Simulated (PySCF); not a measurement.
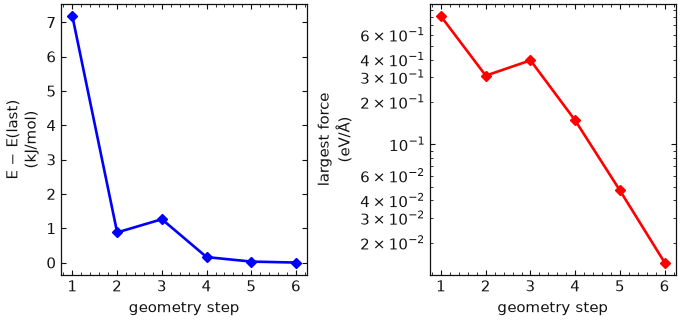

History of a geometry optimisation. C2H4AsO2 (SMILES O=C([O-])C[AsH2]) (charge −1); PBE0-D3(BJ)/def2-SVP, geometry optimisation (PySCF 2.14.0, density fitting).

The optimisation met its thresholds at geometry 6, counting the start as the first. The energy fell by about 7.2 kJ/mol from the first step to the last, with a rise at step 3. The largest force goes from about 0.81 eV/Å at the start to 0.014 eV/Å at the end.
